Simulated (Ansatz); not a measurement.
# H2SSi: energy of protonation at one site in Python

Wanted for H2SSi: the energy of protonation at one site. SMILES: [SiH]S.

All numbers are computed with the Python package of Ansatz 0.2.0. Level of theory: PBE0+D3(BJ)/cc-pVDZ.

## Step 1: The system

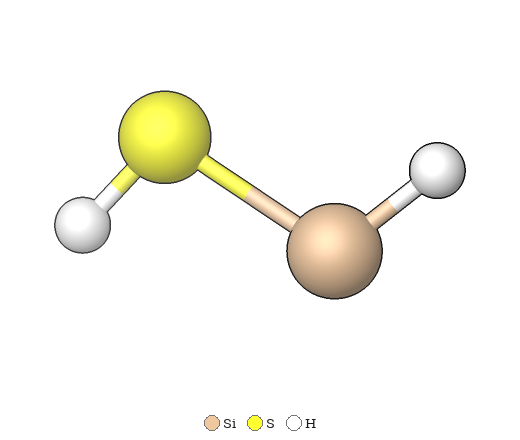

The starting structure, viewed from a chosen angle; silicon light orange, sulfur yellow, hydrogen white.

h2ssi.xyz, read by the script:

```xyz
4

Si   -0.10840   -1.01350    0.23790
S     0.12230    1.09230   -0.28820
H     0.97210   -1.41030    1.02130
H    -0.93050    1.27110   -0.99130
```

## Step 2: The script

File run_pa.py:

```python
"""Proton affinity of H2SSi at one site."""

import ansatz as az
import numpy as np


def main() -> None:
    h2ssi = az.Crystal.molecule_from_extxyz("h2ssi.xyz")

    model = (
        h2ssi.calculation()
        .basis(gaussian="cc-pVDZ")  # atom-centred Gaussian functions
        .functional("pbe0", dispersion="d3bj")
    )
    symbols = [site.symbol for site in h2ssi.cartesian_sites]
    start = np.array([site.position_ang for site in h2ssi.cartesian_sites], dtype=float)
    r = model.relax(force_tolerance=0.01).run(threads=1).report
    end = np.array(r["positions_ang"])

    # start the new hydrogen opposite the existing bonds
    away = sum((end[1] - end[j]) / np.linalg.norm(end[1] - end[j]) for j in [0, 3]) + np.array([0.15, 0.1, -0.2])
    proton = end[1] + 1.4 * away / np.linalg.norm(away)
    acid = az.Crystal.molecule()
    for symbol, place in zip(symbols, end):
        acid = acid.atom(symbol, place.tolist())
    acid = acid.atom("H", proton.tolist())
    protonated = (
        acid.calculation()
        .basis(gaussian="cc-pVDZ")
        .functional("pbe0", dispersion="d3bj")
        .charge(1)
        .relax(force_tolerance=0.01, max_steps=80)  # relax until the tolerances are met
    )
    after = protonated.run(threads=1).report
    xyz = np.array(after["positions_ang"])
    reach = np.linalg.norm(xyz[:-1] - xyz[-1], axis=1)
    print(f"base {r['free_energy_ev']:.5f} eV, protonated {after['free_energy_ev']:.5f} eV")
    print(f"the proton ends {reach.min():.3f} A from {symbols[reach.argmin()]}{reach.argmin()}")
    print(f"electronic proton affinity {23.060548 * (r['free_energy_ev'] - after['free_energy_ev']):.1f} kcal/mol")


if __name__ == "__main__":
    main()
```

## Step 3: The run

Launch:

```console
python run_pa.py
```

The log of the run:

```text
base -18737.91865 eV, protonated -18745.63054 eV
the proton ends 1.362 A from S1
electronic proton affinity 177.8 kcal/mol
```

Wall time 21 s (1 thread of Arm Neoverse V1, shared host); peak memory 0.18 GiB.

## Step 4: What the script built

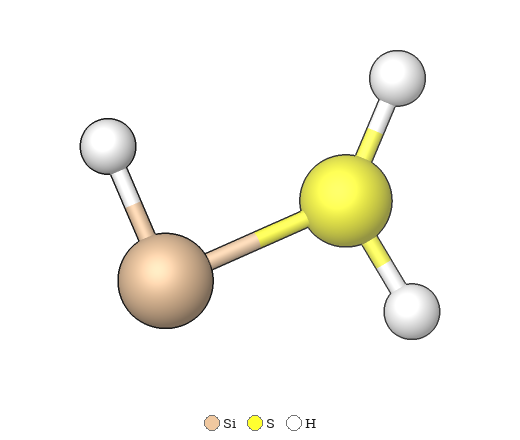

The system of run 2 as the script built it (5 atoms; silicon light orange, sulfur yellow, hydrogen white).

A comment line of the script is reworded here; the code is as run.

## Step 5: The engine's runs

The 2 runs, in the order started:

| run | system | energy (eV) | SCF cycles in all | CPU time (s) |
| --- | --- | --- | --- | --- |
| 1 | H2SSi | -18737.9186 | 52 | 7.2 |
| 2 | H3SSi, charge +1 | -18745.6305 | 81 | 14 |

Totals carry meaning only in balanced differences at one level of theory.

## Step 6: The relaxation of run 1, step by step

Relaxation path:

| step | E - E(step 1) (eV) | largest force component (eV/Å) |
| --- | --- | --- |
| 1 | 0.0000 | 3.5492 |
| 2 | -0.5499 | 0.8936 |
| 3 | -0.5938 | 0.5033 |
| 4 | -0.6027 | 0.1095 |
| 5 | -0.6032 | 0.0140 |
| 6 | -0.6032 | 0.0018 |

Step 1 is the start.

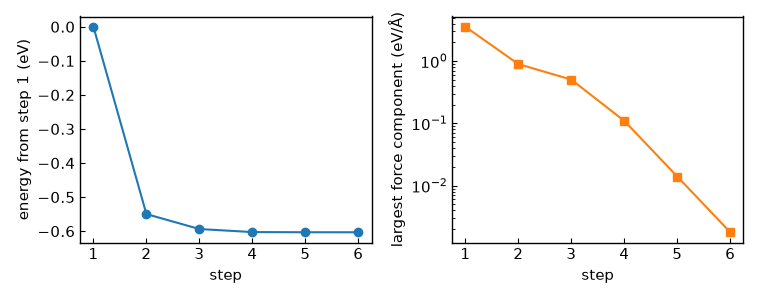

Energy and largest force along the relaxation.

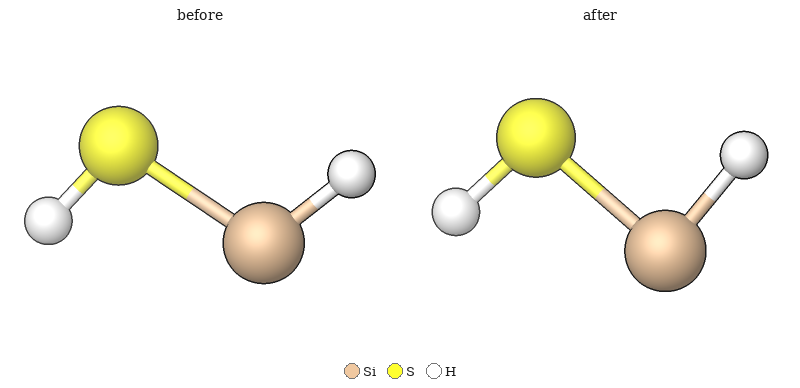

Before and after, at one scale.

Before: Bond lengths: Si1–S2 2.183 Å, Si1–H3 1.392 Å, S2–H4 1.279 Å. Angles: Si1–S2–H4 100.4°, S2–Si1–H3 109.2°.

After: Bond lengths: Si1–S2 2.142 Å, Si1–H3 1.539 Å, S2–H4 1.358 Å. Angles: Si1–S2–H4 97.3°, S2–Si1–H3 89.4°.

## Step 7: Path of the relaxation of run 2

The steps of the relaxation:

| step | energy from step 1 (eV) | largest force component (eV/Å) |
| --- | --- | --- |
| 1 | 0.0000 | 1.3834 |
| 2 | -0.4117 | 0.8183 |
| 3 | -0.5155 | 1.1234 |
| 4 | -0.5808 | 0.9357 |
| 5 | -0.6662 | 1.0430 |
| 6 | -0.7247 | 0.3677 |
| 7 | -0.7516 | 0.4257 |
| 8 | -0.7593 | 0.0404 |
| 9 | -0.7592 | 0.0557 |
| 10 | -0.7600 | 0.0088 |

Step 1 is the start. Step 9 was tried and not accepted.

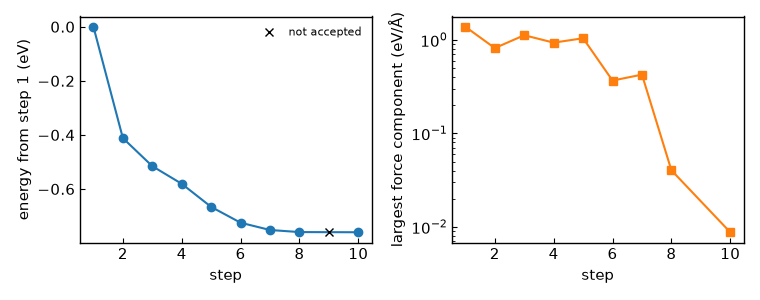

Energy and largest force along the relaxation.

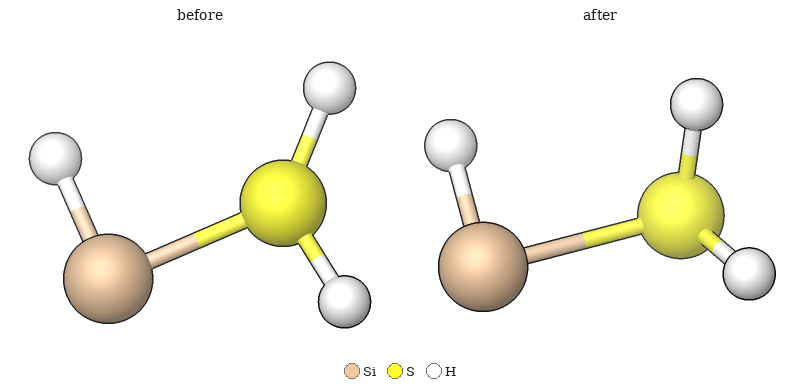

Before and after, at one scale.

Before: Bond lengths: Si1–S2 2.142 Å, Si1–H3 1.539 Å, S2–H4 1.358 Å, S2–H5 1.400 Å. Angles: Si1–S2–H4 97.3°, Si1–S2–H5 135.4°, H4–S2–H5 126.3°, S2–Si1–H3 89.4°.

After: Bond lengths: Si1–S2 2.389 Å, Si1–H3 1.531 Å, S2–H4 1.361 Å, S2–H5 1.362 Å. Angles: Si1–S2–H4 102.6°, Si1–S2–H5 103.5°, H4–S2–H5 96.3°, S2–Si1–H3 84.0°.

## Step 8: Results

| quantity | value |
| --- | --- |
| electronic proton affinity | 177.8 kcal/mol |
| runs compared | 2 |
| moves of the relaxation of run 1 | 5 |
| energy gained in run 1 | 0.603 eV |
| last largest force component of run 1 | 0.0018 eV/Å |
| moves of the relaxation of run 2 | 8 |
| energy gained in run 2 | 0.760 eV |
| last largest force component of run 2 | 0.0088 eV/Å |

What this shows: Run 1: After 5 moves the largest shift is 0.214 Å, of atom 3 (H). Run 2: After 8 moves the largest shift is 0.483 Å, of atom 2 (S). The proton is put on one chosen atom, which needn't be the most basic site, so the molecule's proton affinity can be higher; the ends are stationary points, not checked by frequencies, and zero-point and thermal terms count only where printed.
